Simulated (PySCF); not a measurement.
```tsv
atom	x (Å)	y (Å)	z (Å)
C	-1.7479	2.7871	-0.6202
C	-2.2473	1.7041	-0.7772
Si	-2.9470	0.0019	-0.9891
Si	-1.3319	-1.5347	-0.3630
C	0.4440	-1.0138	-0.8736
C	0.6576	-0.4266	0.5228
S	2.3314	-0.7130	1.2274
Si	3.4591	0.7201	0.1264
C	-0.4545	-1.1368	1.2964
H	-1.3260	3.7426	-0.4876
H	-3.3350	-0.1026	-2.4026
H	-4.1668	-0.0436	-0.1719
H	-1.6092	-2.9665	-0.5582
H	1.1060	-1.8615	-1.0428
H	0.5991	-0.3010	-1.6818
H	0.4987	0.6529	0.5226
H	4.7865	0.6358	0.7056
H	2.8307	2.0233	0.3241
H	3.4468	0.3800	-1.2933
H	-0.0662	-2.0187	1.8021
H	-0.9368	-0.5117	2.0443
```

Geometry: GFN2-xTB.

All numbers below come from PBE0/pcSseg-1, SCF density, gas phase, non-relativistic in PySCF 2.14.0.

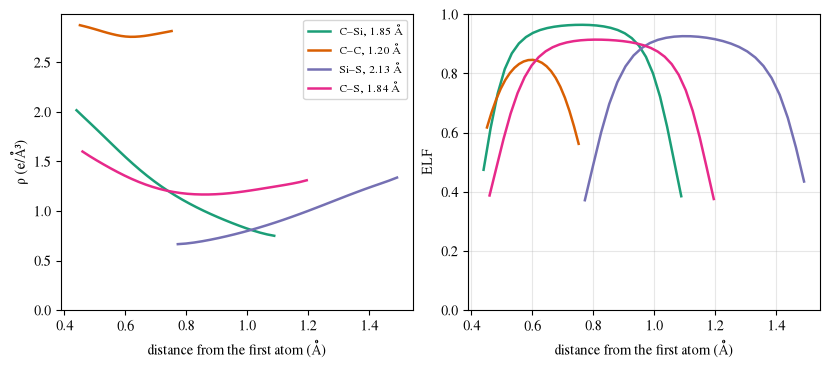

C$_{5}$H$_{12}$SSi$_{3}$. Total electron density and electron localisation function along straight lines between neighbouring atoms. The curves leave out the atomic cores.

> What kind of bonding do the profiles show?

C–Si (1.85 Å): the density is about 0.91 e/Å³ at the midpoint; the ELF peaks at about 0.95 between the atoms: localised, covalent bonding.
C–C (1.20 Å): the density is about 2.8 e/Å³ at the midpoint; the ELF peaks at about 0.85 between the atoms; a short, multiple covalent bond.
Si–S (2.13 Å): the density is about 0.86 e/Å³ at the midpoint; the ELF peaks at about 0.95 between the atoms; a covalent bond.
C–S (1.84 Å): ρ at the midpoint is about 1.2 e/Å³; the ELF peaks at about 0.90 between the atoms: a shared electron pair.
